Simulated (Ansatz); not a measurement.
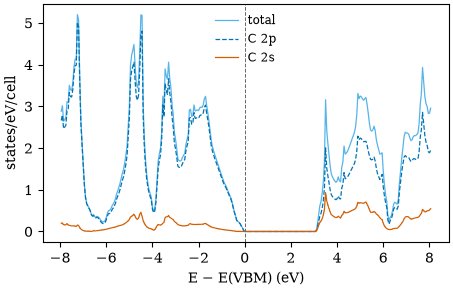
Total and projected density of states of C in space group Im-3m (No. 229; C on 16f), the program Ansatz at the r²SCAN level (PAW)

Q: Which orbitals carry the states next to the gap?

A: Top 1 eV of the valence band: C 2p 97 %. Bottom 1 eV of the conduction band: C 2p 63 %, C 2s 30 %, outside the projected shells 7 %. Projections are on Löwdin-orthogonalised atomic valence shells; empty p or d shells of many metals are not among them.

Q: Where is the tallest occupied peak in this window, and what makes it?

A: Near -7.2 eV, about 5.2 states/eV per cell; the largest projected share is C 2p.

The start of the workflow was typed in or built on a structure type; neither database checked (COD, Materials Project) lists it. It is not the phase usual at ambient conditions (space group No. 194, 227). Symmetry was held in the r²SCAN relaxation; its stability against distortions is not shown here.

Potentials: the later of the program's two PAW sets.
